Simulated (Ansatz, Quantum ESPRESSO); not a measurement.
# Charging Pb(100), 5 layers, part 5 of 6

Aim: potential against charge for Pb(100), 5 layers facing a metal electrode, and the capacitance that follows.

Quantum ESPRESSO 7.5; plane-wave DFT, PBE, GBRV ultrasoft pseudopotentials; geometry by Ansatz 0.2.0 with PAW datasets.

So far. Step 8 (Self-consistent run: charge 0.0735 e): Gauss's law asks for a slope of 180.95 q/A = 1.086 eV/Å in the gap; the run gives 1.090. Step 10 (Self-consistent run: constant Fermi level -3.0 eV): Gauss's law asks for a slope of 180.95 q/A = -0.237 eV/Å in the gap; the run gives -0.233.

## 11. Ground state: constant Fermi level -3.5 eV

The input, mu1.in:

```
&control
  prefix = 'mu1'
  outdir = './out'
  pseudo_dir = './pseudo'
  calculation = 'scf'
  tprnfor = .true.
/
&system
  ibrav = 0
  nat = 5
  ntyp = 1
  ecutwfc = 40
  ecutrho = 200
  occupations = 'smearing'
  smearing = 'mv'
  degauss = 0.02
  assume_isolated = 'esm'
  esm_bc = 'bc3'
  lgcscf = .true.
  gcscf_mu = -3.5
  gcscf_conv_thr = 0.001
/
&electrons
  conv_thr = 1e-09
  mixing_beta = 0.2
  electron_maxstep = 160
  mixing_mode = 'TF'
  diagonalization = 'rmm-davidson'
  diago_rmm_conv = .false.
  diago_full_acc = .true.
/
ATOMIC_SPECIES
  Pb  207.2000  pb_pbe_v1.uspp.F.UPF
CELL_PARAMETERS angstrom
  3.50017856690000 0.00000000000000 0.00000000000000
  0.00000000000000 3.50017856690000 0.00000000000000
  0.00000000000000 0.00000000000000 24.90000000000000
ATOMIC_POSITIONS crystal
  Pb  0.000000000000 0.000000000000 -0.102572217809
  Pb  0.500000000000 0.500000000000 -0.003174627509
  Pb  0.000000000000 0.000000000000 0.096222962891
  Pb  0.500000000000 0.500000000000 0.207177562154
  Pb  -0.000000000000 0.000000000000 0.303375430660
K_POINTS automatic
  8 8 1 0 0 0
```

The run is started by

```bash
$ OMP_NUM_THREADS=1 mpirun -n 4 pw.x -nk 4 -in mu1.in > mu1.out
```

What it wrote:

```text
[banner, memory and clock lines left out]
Program PWSCF v.7.5 starts
[...]
Message from routine iosys:
[...]
Message from routine setup:
[...]
number of electrons       =        70.00
     number of Kohn-Sham states=           42
     kinetic-energy cutoff     =      40.0000  Ry
     charge density cutoff     =     200.0000  Ry
[...]
number of k points=    15  Marzari-Vanderbilt smearing, width (Ry)=  0.0200
[...]
Dense  grid:    98291 G-vectors     FFT dimensions: (  30,  30, 216)
[...]
negative rho (up, down):  8.056E-02 0.000E+00
     Starting wfcs are   45 randomized atomic wfcs
[...]
negative rho (up, down):  8.033E-02 0.000E+00
[...]
estimated scf accuracy    <       0.00677440 Ry
[...]
the Fermi energy          =      -4.78222192 eV
[...]
negative rho (up, down):  8.005E-02 0.000E+00
[...]
estimated scf accuracy    <       0.00527101 Ry
[...]
the Fermi energy          =      -4.21324371 eV
[...]
negative rho (up, down):  7.980E-02 0.000E+00
[...]
estimated scf accuracy    <       0.00287567 Ry
[...]
the Fermi energy          =      -3.95990341 eV
[...]
negative rho (up, down):  7.989E-02 0.000E+00
[...]
estimated scf accuracy    <       0.00131375 Ry
[...]
the Fermi energy          =      -3.53247816 eV
[...]
negative rho (up, down):  8.013E-02 0.000E+00
[...]
estimated scf accuracy    <       0.00023673 Ry
[...]
the Fermi energy          =      -3.44926908 eV
[...]
negative rho (up, down):  8.058E-02 0.000E+00
[...]
estimated scf accuracy    <       0.00017481 Ry
[...]
the Fermi energy          =      -3.23804284 eV
[...]
negative rho (up, down):  8.081E-02 0.000E+00
[...]
estimated scf accuracy    <       0.00003619 Ry
[...]
the Fermi energy          =      -3.41920649 eV
[...]
negative rho (up, down):  8.095E-02 0.000E+00
[...]
estimated scf accuracy    <       0.00002601 Ry
[...]
the Fermi energy          =      -3.48245482 eV
[...]
negative rho (up, down):  8.116E-02 0.000E+00
[...]
estimated scf accuracy    <       0.00001341 Ry
[...]
the Fermi energy          =      -3.47595569 eV
[...]
negative rho (up, down):  8.117E-02 0.000E+00
[...]
estimated scf accuracy    <       0.00000616 Ry
[...]
the Fermi energy          =      -3.45156451 eV
[...]
negative rho (up, down):  8.116E-02 0.000E+00
[...]
estimated scf accuracy    <       0.00000330 Ry
[...]
the Fermi energy          =      -3.46723145 eV
[...]
negative rho (up, down):  8.103E-02 0.000E+00
[...]
estimated scf accuracy    <       0.00000227 Ry
[...]
the Fermi energy          =      -3.47459689 eV
[...]
negative rho (up, down):  8.107E-02 0.000E+00
[...]
estimated scf accuracy    <       0.00000114 Ry
[...]
the Fermi energy          =      -3.47785347 eV
[...]
negative rho (up, down):  8.155E-02 0.000E+00
[...]
estimated scf accuracy    <       0.00000090 Ry
[...]
the Fermi energy          =      -3.47900719 eV
[...]
negative rho (up, down):  8.164E-02 0.000E+00
[...]
estimated scf accuracy    <       0.00000044 Ry
[...]
the Fermi energy          =      -3.49158794 eV
[...]
negative rho (up, down):  8.165E-02 0.000E+00
[...]
estimated scf accuracy    <       0.00000024 Ry
[...]
the Fermi energy          =      -3.49475268 eV
[...]
negative rho (up, down):  8.165E-02 0.000E+00
[...]
estimated scf accuracy    <       0.00000023 Ry
[...]
the Fermi energy          =      -3.49492175 eV
[...]
negative rho (up, down):  8.181E-02 0.000E+00
[...]
estimated scf accuracy    <       0.00000021 Ry
[...]
the Fermi energy          =      -3.49507876 eV
[...]
negative rho (up, down):  8.212E-02 0.000E+00
[...]
estimated scf accuracy    <       0.00000021 Ry
[...]
the Fermi energy          =      -3.49619108 eV
[...]
negative rho (up, down):  8.219E-02 0.000E+00
[...]
estimated scf accuracy    <       0.00000012 Ry
[...]
the Fermi energy          =      -3.49803761 eV
[...]
negative rho (up, down):  8.223E-02 0.000E+00
[...]
estimated scf accuracy    <       0.00000010 Ry
[...]
the Fermi energy          =      -3.49824625 eV
[...]
negative rho (up, down):  8.262E-02 0.000E+00
[...]
estimated scf accuracy    <       0.00000008 Ry
[...]
the Fermi energy          =      -3.49834539 eV
[...]
negative rho (up, down):  8.255E-02 0.000E+00
[...]
estimated scf accuracy    <       0.00000003 Ry
[...]
the Fermi energy          =      -3.49942539 eV
[...]
negative rho (up, down):  8.263E-02 0.000E+00
[...]
estimated scf accuracy    <       0.00000002 Ry
[...]
the Fermi energy          =      -3.49903028 eV
[...]
negative rho (up, down):  8.268E-02 0.000E+00
[...]
estimated scf accuracy    <       0.00000001 Ry
[...]
the Fermi energy          =      -3.49932940 eV
[...]
negative rho (up, down):  8.269E-02 0.000E+00
[...]
estimated scf accuracy    <          6.8E-09 Ry
[...]
the Fermi energy          =      -3.49952204 eV
[...]
negative rho (up, down):  8.272E-02 0.000E+00
[...]
estimated scf accuracy    <          4.4E-09 Ry
[...]
the Fermi energy          =      -3.49952109 eV
[...]
negative rho (up, down):  8.272E-02 0.000E+00
[...]
estimated scf accuracy    <          2.6E-09 Ry
[...]
the Fermi energy          =      -3.49950904 eV
[...]
negative rho (up, down):  8.273E-02 0.000E+00
[...]
estimated scf accuracy    <          1.4E-09 Ry
[...]
the Fermi energy          =      -3.49938436 eV
[...]
negative rho (up, down):  8.276E-02 0.000E+00
[...]
the Fermi energy is    -3.4994 ev
!    total energy              =    -820.75183178 Ry
     estimated scf accuracy    <          8.9E-10 Ry
!    total charge of GC-SCF    =      -0.00528487 e
     smearing contrib. (-TS)   =       0.00052799 Ry
     internal energy E=F+TS    =    -820.75235976 Ry
[...]
one-electron contribution =  -41986.93892368 Ry
     hartree contribution      =   21009.37101877 Ry
     xc contribution           =    -316.81568053 Ry
     ewald contribution        =   20473.62986617 Ry
[...]
convergence has been achieved in  30 iterations
     negative rho (up, down):  8.276E-02 0.000E+00
[...]
Total force =     0.020486     Total SCF correction =     0.000296
[...]
```

It took 6.6 min on 4 MPI ranks of Arm Neoverse V2, shared host; peak memory 0.84 GiB.

Numbers from this step:

* Fermi energy: -3.499 eV
* charge found by GC-SCF: -0.005285 e
* vacuum line at the lower end of the cell, over the Fermi level: 3.701 eV
* slope of the potential above: -0.07428 eV/Å
* vacuum line at the upper end of the cell, over the Fermi level: 3.500 eV

Gauss's law asks for a slope of 180.95 q/A = -0.078 eV/Å in the gap; the run gives -0.074.

## 12. Ground state: between two electrodes with a field of 0.002 Ry/bohr

bc2 puts electrodes at both ends of the cell; esm_efield times the cell length sets the bias between them, and the slab stays neutral.

The input, bc2.in:

```
&control
  prefix = 'bc2'
  outdir = './out'
  pseudo_dir = './pseudo'
  calculation = 'scf'
  tprnfor = .true.
/
&system
  ibrav = 0
  nat = 5
  ntyp = 1
  ecutwfc = 40
  ecutrho = 200
  occupations = 'smearing'
  smearing = 'mv'
  degauss = 0.02
  assume_isolated = 'esm'
  esm_bc = 'bc2'
  esm_efield = 0.002
/
&electrons
  conv_thr = 1e-07
  mixing_beta = 0.4
  electron_maxstep = 120
  mixing_mode = 'local-TF'
/
ATOMIC_SPECIES
  Pb  207.2000  pb_pbe_v1.uspp.F.UPF
CELL_PARAMETERS angstrom
  3.50017856690000 0.00000000000000 0.00000000000000
  0.00000000000000 3.50017856690000 0.00000000000000
  0.00000000000000 0.00000000000000 24.90000000000000
ATOMIC_POSITIONS crystal
  Pb  0.000000000000 0.000000000000 -0.202973824235
  Pb  0.500000000000 0.500000000000 -0.103576233935
  Pb  0.000000000000 0.000000000000 -0.004178643535
  Pb  0.500000000000 0.500000000000 0.106775955728
  Pb  -0.000000000000 0.000000000000 0.202973824235
K_POINTS automatic
  8 8 1 0 0 0
```

The run is started by

```bash
$ OMP_NUM_THREADS=1 mpirun -n 4 pw.x -nk 4 -in bc2.in > bc2.out
```

What it wrote:

```text
[banner, memory and clock lines left out]
Program PWSCF v.7.5 starts
[citation notice left out]

[...]
Message from routine setup:
[...]
bravais-lattice index     =            0
     lattice parameter (alat)  =       6.6144  a.u.
     unit-cell volume          =    2058.6208 (a.u.)^3
     number of atoms/cell      =            5
     number of atomic types    =            1
     number of electrons       =        70.00
     number of Kohn-Sham states=           42
     kinetic-energy cutoff     =      40.0000  Ry
     charge density cutoff     =     200.0000  Ry
     scf convergence threshold =      1.0E-07
     mixing beta               =       0.4000
     number of iterations used =            8  local-TF  mixing
     Exchange-correlation= SLA  PW   PBE  PBE
                           (   1   4   3   4   0   0   0)

     Effective Screening Medium Method
     Boundary Conditions: Metal-Slab-Metal
     total charge in unit cell        =   0.0000
     field strength                   =   0.0020 Ry/a.u.
     grid points for fit at edges     =        4

[...]
PseudoPot. # 1 for Pb read from file:
     ./pseudo/pb_pbe_v1.uspp.F.UPF
     Pseudo is Ultrasoft + core correction, Zval = 14.0
     Generated by new atomic code, or converted to UPF format
     Using radial grid of  899 points,  6 beta functions with:
                l(1) =   0
                l(2) =   0
                l(3) =   1
                l(4) =   1
                l(5) =   2
                l(6) =   2
     Q(r) pseudized with  6 coefficients,  rinner =    1.000   1.000   1.000
                                                       1.000   1.000

     atomic species   valence    mass     pseudopotential
     Pb               14.00   207.20000     Pb( 1.00)

      8 Sym. Ops. (no inversion) found

[...]
number of k points=    15  Marzari-Vanderbilt smearing, width (Ry)=  0.0200
[...]
Dense  grid:    98291 G-vectors     FFT dimensions: (  30,  30, 216)

     Smooth grid:    70373 G-vectors     FFT dimensions: (  27,  27, 192)

     Check: negative core charge=   -0.000007

     Initial potential from superposition of free atoms

     starting charge      69.9882, renormalised to      70.0000

     negative rho (up, down):  7.718E-02 0.000E+00
     Starting wfcs are   45 randomized atomic wfcs

     per-process dynamical memory:    83.3 Mb

     Self-consistent Calculation

     iteration #  1     ecut=    40.00 Ry     beta= 0.40
     Davidson diagonalization with overlap
     ethr =  1.00E-02,  avg # of iterations =  1.0

     Threshold (ethr) on eigenvalues was too large:
     Diagonalizing with lowered threshold

     Davidson diagonalization with overlap
     c_bands:  1 eigenvalues not converged
     ethr =  1.71E-04,  avg # of iterations = 13.7

     negative rho (up, down):  7.593E-02 0.000E+00

     total energy              =    -820.74481371 Ry
     estimated scf accuracy    <       0.17051472 Ry

     iteration #  2     ecut=    40.00 Ry     beta= 0.40
[...]
negative rho (up, down):  7.417E-02 0.000E+00

[...]
total energy              =    -820.73777860 Ry
     estimated scf accuracy    <       0.09998173 Ry

     iteration #  3     ecut=    40.00 Ry     beta= 0.40
[...]
negative rho (up, down):  7.477E-02 0.000E+00

[...]
total energy              =    -820.74396970 Ry
     estimated scf accuracy    <       0.00406100 Ry

     iteration #  4     ecut=    40.00 Ry     beta= 0.40
[...]
c_bands:  3 eigenvalues not converged
     c_bands:  4 eigenvalues not converged
     c_bands:  4 eigenvalues not converged
     c_bands:  2 eigenvalues not converged
[...]
negative rho (up, down):  7.501E-02 0.000E+00

[...]
total energy              =    -820.75135824 Ry
     estimated scf accuracy    <       0.00238501 Ry

     iteration #  5     ecut=    40.00 Ry     beta= 0.40
[...]
c_bands:  2 eigenvalues not converged
     c_bands:  3 eigenvalues not converged
     c_bands:  2 eigenvalues not converged
[...]
negative rho (up, down):  7.561E-02 0.000E+00

[...]
total energy              =    -820.75171540 Ry
     estimated scf accuracy    <       0.00204534 Ry

     iteration #  6     ecut=    40.00 Ry     beta= 0.40
[...]
c_bands:  2 eigenvalues not converged
     c_bands:  1 eigenvalues not converged
[...]
negative rho (up, down):  7.586E-02 0.000E+00

[...]
total energy              =    -820.75106343 Ry
     estimated scf accuracy    <       0.00119409 Ry

[...]
iteration # 16     ecut=    40.00 Ry     beta= 0.40
[...]
c_bands:  1 eigenvalues not converged
     c_bands:  1 eigenvalues not converged
[...]
negative rho (up, down):  7.950E-02 0.000E+00

[...]
total energy              =    -820.74884697 Ry
     estimated scf accuracy    <       0.00000028 Ry

     iteration # 17     ecut=    40.00 Ry     beta= 0.40
[...]
negative rho (up, down):  7.950E-02 0.000E+00

[...]
total energy              =    -820.74884003 Ry
     estimated scf accuracy    <       0.00000015 Ry

     iteration # 18     ecut=    40.00 Ry     beta= 0.40
[...]
c_bands:  1 eigenvalues not converged
     c_bands:  1 eigenvalues not converged
[...]
negative rho (up, down):  7.953E-02 0.000E+00

[...]
total energy              =    -820.74883950 Ry
     estimated scf accuracy    <       0.00000010 Ry

     iteration # 19     ecut=    40.00 Ry     beta= 0.40
[...]
c_bands:  1 eigenvalues not converged
[...]
negative rho (up, down):  7.953E-02 0.000E+00

[...]
End of self-consistent calculation

          k = 0.0000 0.0000 0.0000 (  8799 PWs)   bands (ev):

   -20.2621 -20.2321 -20.2052 -20.1785 -20.1374 -20.1325 -20.1197 -20.1180
   -20.0903 -20.0903 -20.0435 -20.0435 -20.0030 -20.0030 -19.9948 -19.9821
   -19.9694 -19.9430 -19.9233 -19.8608 -19.8608 -19.8608 -19.8489 -19.8315
   -19.8315 -14.4368 -13.9995 -12.9698 -11.5892 -10.5571  -5.7542  -4.2555
    -2.2995  -0.5754  -0.5752  -0.5471  -0.0340  -0.0339   0.2600   0.5874
     1.1405   1.1422

          k = 0.0000 0.1250 0.0000 (  8837 PWs)   bands (ev):

   -20.2364 -20.2077 -20.1835 -20.1598 -20.1224 -20.1157 -20.1108 -20.1014
   -20.0901 -20.0835 -20.0463 -20.0448 -20.0219 -20.0137 -19.9811 -19.9745
   -19.9681 -19.9591 -19.9375 -19.8801 -19.8694 -19.8612 -19.8553 -19.8491
   -19.8317 -14.2383 -13.8024 -12.7874 -11.4441 -10.4696  -5.5500  -4.2406
    -2.8712  -2.0327  -1.4021  -0.8944  -0.3473  -0.0758   0.1811   0.2361
     0.9179   1.1595

[...]
the Fermi energy is    -3.0870 ev

!    total energy              =    -820.74884791 Ry
     estimated scf accuracy    <          9.4E-09 Ry
     smearing contrib. (-TS)   =       0.00049840 Ry
     internal energy E=F+TS    =    -820.74934632 Ry

     The total energy is F=E-TS. E is the sum of the following terms:
     one-electron contribution =  -22142.05401921 Ry
     hartree contribution      =   11087.99809550 Ry
     xc contribution           =    -316.81361485 Ry
     ewald contribution        =   10550.12019225 Ry

     convergence has been achieved in  19 iterations

     negative rho (up, down):  7.953E-02 0.000E+00

     Forces acting on atoms (cartesian axes, Ry/au):

     atom    1 type  1   force =     0.00000000    0.00000000    0.00359834
     atom    2 type  1   force =     0.00000000    0.00000000   -0.01613468
     atom    3 type  1   force =     0.00000000    0.00000000    0.01180432
     atom    4 type  1   force =     0.00000000    0.00000000    0.00146637
     atom    5 type  1   force =     0.00000000    0.00000000   -0.00082061

     Total force =     0.020382     Total SCF correction =     0.000409

[...]
```

The job ended after 94 s (4 MPI ranks; peak memory 0.72 GiB).

This step gave:

| Quantity | Value |
| --- | --- |
| Fermi energy | -3.087 eV |
| slope of the potential below | -0.1177 eV/Å |
| vacuum line at the lower end of the cell, over the Fermi level | 4.368 eV |
| slope of the potential above | -0.1169 eV/Å |
| vacuum line at the upper end of the cell, over the Fermi level | 3.088 eV |

The potential energy, planar mean oscillates, so the rows of the table below give means over windows of 2.53 Å about each position, cut where the curve ends. Its maxima inside the range that stand out by 2 % of the span (Å: eV): -3.8: 0.0419, -1.4: -0.119, 1.3: 1.17, 3.8: -0.431, 7.8: 3.57. Its minima: -5.1: -13.4, -2.5: -13.5, -0.1: -13.5, 2.6: -13.5, 5.1: -13.5.

Electrostatic potential energy of an electron; zero at the Fermi level. Table of potential energy, planar mean by z; means over each step:

```csv
z (Å),"potential energy, planar mean (eV)"
-11.18,4.22
-8.65,3.90
-6.12,-2.63
-3.60,-6.62
-1.07,-6.72
1.46,-4.88
3.99,-7.16
6.52,-0.0328
9.05,3.47
11.58,3.22
```

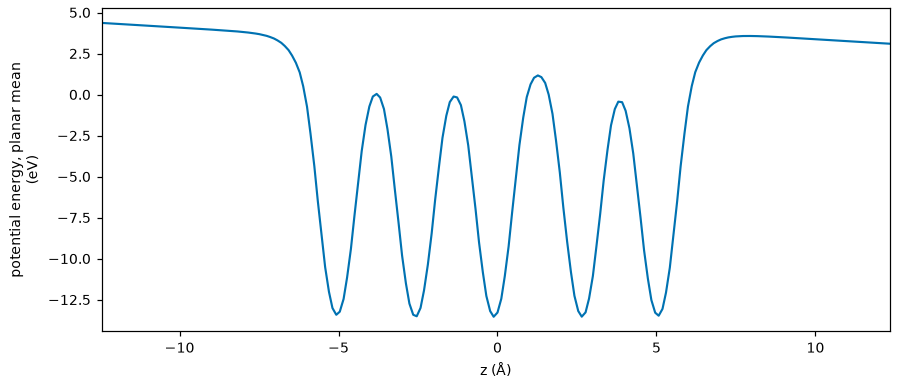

Potential energy, planar mean against z.

The set field of 0.051 V/Å over 24.9 Å is a bias of 1.28 V; the two ends of the cell differ by 1.28 eV. The slope in the vacuum is 0.117 eV/Å in size, more than the set field, because the slab carries little of the drop.

[end of part 5 of 6]

[Logs are printed without paths, hosts, clocks, repeated set-up lines and the standing remarks that a program may print on its own settings, such as how far it seeks lower states.]

[Hosts, paths, dates, database ids (printed as entryN), source tags and the programs' standing remarks are cut or masked in the printed files.]

[Maps of the electrostatic potential energy from Ansatz leave out the sawtooth potential of an applied field or a dipole correction, so their vacuum need not be flat; planar profiles and work functions include it.]
